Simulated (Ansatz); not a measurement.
**BH5O (B(H2O)H3) at 6 levels**

Wanted: a comparison of 6 runs (PBE0/STO-3G, UPBE/STO-3G, r2SCAN/STO-3G, revPBE/STO-3G, wB97X/STO-3G, UCCSD(T)/STO-3G) of BH5O (B(H2O)H3). 

Program for the calculation: Ansatz 0.2.0.

53 further runs of the same task are left out: 53 set aside as unsound or not needed.

### 1 The structure to begin with

BH5O has 7 atoms, charge 0, and is taken as a singlet. As SMILES, `[H]B([H])([H])<-O`. The H4–O2 distance was set to 1.203 Å, away from the relaxed value.

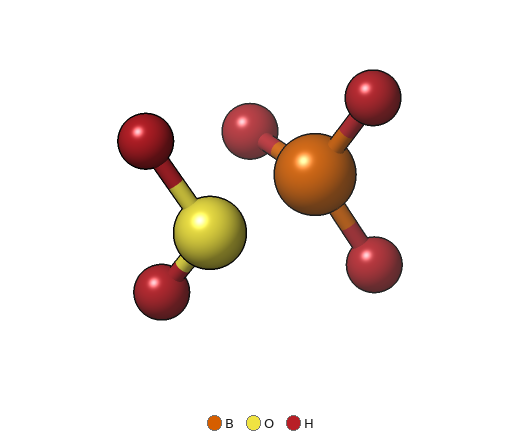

The structure, seen from a chosen angle (boron orange, oxygen yellow, hydrogen red).

### 2 The energy at PBE0/STO-3G (run 1)

Input file job.yaml:

```yaml
crystal:
  periodic: [false, false, false]
  atoms:
    - {symbol: B, position_ang: [-0.028568, -0.325563, -0.722399]}
    - {symbol: O, position_ang: [0.004452, -0.360513, 0.977221]}
    - {symbol: H, position_ang: [-0.932428, -0.356473, 1.198981]}
    - {symbol: H, position_ang: [0.486320, 0.708910, 1.244780]}
    - {symbol: H, position_ang: [1.113752, -0.282403, -1.023799]}
    - {symbol: H, position_ang: [-0.640628, 0.662457, -0.983699]}
    - {symbol: H, position_ang: [-0.581098, -1.329643, -1.012129]}
basis:
  gaussian: {orbitals: STO-3G}
magnetization: {spin_polarized: false, initial_magnetization: 0}
accuracy: high
hamiltonian: {xc: pbe0}
```

Command:

```
ansatz run job.yaml --threads 1 --pin off --max-ram 2610MiB --events-out events.jsonl --progress --plain --runs-dir runs
```

Output:

```text
Warning: RAYON_NUM_THREADS=1 ignored (pool sized by the plan → 1); use --threads N
Functional definition: PBE0
  name "PBE0"
  parameter a = 0.25
  parameter kappa = 0.804
  parameter beta = 0.06672455060314922
  exchange = (1 - a)*pbe_x(kappa = kappa, mu = beta*pi^2/3) + a*exact_x
  correlation = pbe_c(beta = beta)
251 factors; integrals over basis functions are off by at most 5.0e-8 eV
mean field evaluation 1: about -2762.8216 eV, gradient 9.8e0 eV
mean field evaluation 2: about -2763.3021 eV, gradient 3.6e0 eV
mean field evaluation 4: about -2763.3392 eV, gradient 1.1e-1 eV
mean field evaluation 8: about -2763.3015 eV, gradient 9.9e-3 eV
mean field evaluation 16: about -2763.3015 eV, gradient 1.8e-8 eV
mean field -2763.30154875 eV, -101.5494588835 hartree, gradient 3.2e-8 eV, S^2 0.000000; 0 other end points of the search recorded, 0 dependent functions left out
reference -2763.30155017 eV, -101.5494589358 hartree; 9, 9 occupied and 6, 6 virtual orbitals, 251 factors
Total energy: -2763.30155017 eV, -101.5494589358 hartree
```

It took 0.8 s on 1 thread of Arm Neoverse V2, shared host; peak memory 0.092 GiB.

### 3 A single-point energy at UPBE/STO-3G (run 2)

job.yaml, as its differences from that of step 2:

```diff
@@ -11,5 +11,9 @@
 basis:
-  gaussian: {orbitals: STO-3G}
-magnetization: {spin_polarized: false, initial_magnetization: 0}
+  gaussian:
+    orbitals: STO-3G
+magnetization:
+  spin_polarized: true
+  initial_magnetization: 0
+hamiltonian:
+  xc: {name: PBE}
 accuracy: high
-hamiltonian: {xc: pbe0}
```

Command:

```
ansatz run job.yaml --threads 1 --pin off --max-ram 2610MiB --events-out events.jsonl --progress --plain --runs-dir runs
```

Output:

```text
Warning: RAYON_NUM_THREADS=1 ignored (pool sized by the plan → 1); use --threads N
Functional definition: PBE
  name "PBE"
[... 2 set-up lines as earlier in the session ...]
  exchange = pbe_x(kappa = kappa, mu = beta*pi^2/3)
[... 1 set-up line as earlier in the session ...]
251 factors; integrals over basis functions are off by at most 5.0e-8 eV
mean field evaluation 1: about -2762.0036 eV, gradient 9.3e0 eV
mean field evaluation 2: about -2762.1835 eV, gradient 9.5e0 eV
mean field evaluation 4: about -2762.7481 eV, gradient 2.9e-1 eV
mean field evaluation 8: about -2762.6735 eV, gradient 1.8e-2 eV
mean field evaluation 16: about -2762.6735 eV, gradient 1.2e-7 eV
mean field -2762.67348290 eV, -101.5263778891 hartree, gradient 2.0e-8 eV, S^2 0.000000; 0 other end points of the search recorded, 0 dependent functions left out
reference -2762.67348480 eV, -101.5263779589 hartree; 9, 9 occupied and 6, 6 virtual orbitals, 251 factors
Total energy: -2762.67348480 eV, -101.5263779589 hartree
```

Wall time 1.4 s (1 thread of Arm Neoverse V2, shared host); peak memory 0.12 GiB.

Run 3 isn't shown in full; the table further down has it.

### 4 A single-point energy at revPBE/STO-3G (run 4)

Input file run.yaml:

```yaml
basis:
  gaussian:
    orbitals: STO-3G
crystal:
  periodic: [false, false, false]
  atoms:
    - symbol: B
      position_ang: [-0.028568, -0.325563, -0.722399]
    - symbol: O
      position_ang: [0.004452, -0.360513, 0.977221]
    - symbol: H
      position_ang: [-0.932428, -0.356473, 1.198981]
    - symbol: H
      position_ang: [0.486320, 0.708910, 1.244780]
    - symbol: H
      position_ang: [1.113752, -0.282403, -1.023799]
    - symbol: H
      position_ang: [-0.640628, 0.662457, -0.983699]
    - symbol: H
      position_ang: [-0.581098, -1.329643, -1.012129]
hamiltonian:
  xc: {name: revPBE}
accuracy: high
```

Command:

```
ansatz run run.yaml --threads 1 --pin off --max-ram 2610MiB --events-out events.jsonl --progress --plain --runs-dir runs
```

Output:

```text
Warning: RAYON_NUM_THREADS=1 ignored (pool sized by the plan → 1); use --threads N
Functional definition: revPBE
  name "revPBE"
  parameter kappa = 1.245
[... 3 set-up lines as earlier in the session ...]
251 factors; integrals over basis functions are off by at most 5.0e-8 eV
mean field evaluation 1: about -2765.0571 eV, gradient 1.3e1 eV
mean field evaluation 2: about -2765.2314 eV, gradient 1.4e1 eV
mean field evaluation 4: about -2765.8103 eV, gradient 3.7e-1 eV
mean field evaluation 8: about -2765.7362 eV, gradient 2.6e-2 eV
mean field evaluation 16: about -2765.7362 eV, gradient 1.5e-7 eV
mean field -2765.73617696 eV, -101.6389298200 hartree, gradient 2.7e-8 eV, S^2 0.000000; 0 other end points of the search recorded, 0 dependent functions left out
reference -2765.73617932 eV, -101.6389299067 hartree; 9, 9 occupied and 6, 6 virtual orbitals, 251 factors
Total energy: -2765.73617932 eV, -101.6389299067 hartree
```

Wall time 0.86 s (1 thread of Arm Neoverse V2, shared host); peak memory 0.091 GiB.

Run 5 isn't shown in full; the table further down has it.

### 5 A single-point energy at UCCSD(T)/STO-3G (run 6)

Input file input.yaml:

```yaml
crystal:
  periodic: [false, false, false]
  atoms:
    - symbol: B
      position_ang: [-0.028568, -0.325563, -0.722399]
    - symbol: O
      position_ang: [0.004452, -0.360513, 0.977221]
    - symbol: H
      position_ang: [-0.932428, -0.356473, 1.198981]
    - symbol: H
      position_ang: [0.486320, 0.708910, 1.244780]
    - symbol: H
      position_ang: [1.113752, -0.282403, -1.023799]
    - symbol: H
      position_ang: [-0.640628, 0.662457, -0.983699]
    - symbol: H
      position_ang: [-0.581098, -1.329643, -1.012129]
basis:
  gaussian:
    orbitals: STO-3G
magnetization:
  spin_polarized: true
correlation:
  method: ccsd_t
  frozen_orbitals: {B: 1, H: 0, O: 1}
scf:
  omitted_lower_state_checks: [cluster_reference, increment]
accuracy: high
```

Command:

```
ansatz run input.yaml --threads 1 --pin off --max-ram 2610MiB --events-out events.jsonl --progress --plain --runs-dir runs
```

Output:

```text
Warning: RAYON_NUM_THREADS=1 ignored (pool sized by the plan → 1); use --threads N
[... 11 lines left out ...]
2 core orbitals not correlated: weight in the atoms' cores, before any rotation towards them, 1.000 or more for the frozen orbitals, at most 0.000 for the correlated occupied ones
[... 23 lines left out ...]
Total energy: -2753.49011037 eV, -101.1888951734 hartree
Checks for a lower state left out: cluster_reference, increment
```

Wall time 0.14 s (1 thread of Arm Neoverse V2, shared host).

### 6 All runs side by side

| run | level | frozen core orbitals | energy (Eh) | wall time |
| --- | --- | --- | --- | --- |
| 1 | PBE0/STO-3G | – | -101.549459 | 0.8 s |
| 2 | UPBE/STO-3G | – | -101.526378 | 1.4 s |
| 3 | r2SCAN/STO-3G | – | -101.612700 | 1.7 s |
| 4 | revPBE/STO-3G | – | -101.638930 | 0.86 s |
| 5 | wB97X/STO-3G | – | -101.646550 | 3.9 s |
| 6 | UCCSD(T)/STO-3G | 2 | -101.188895 | 0.14 s |

### 7 Summary of results

| quantity | value |
| --- | --- |
| run 6: total energy | -101.18890 Eh |
| run 6: correlation energy (2 core orbitals frozen) | -134.1 mEh |
| run 6: (T) correction | -1.18 mEh |
| run 6: T1 diagnostic | 0.010 |

Totals of different functionals can't be ranked against each other. In runs 1, 2, 3, 4, 5, 6 the basis is minimal, so the values are rough. All runs together took 8.8 s, the longest 3.9 s.
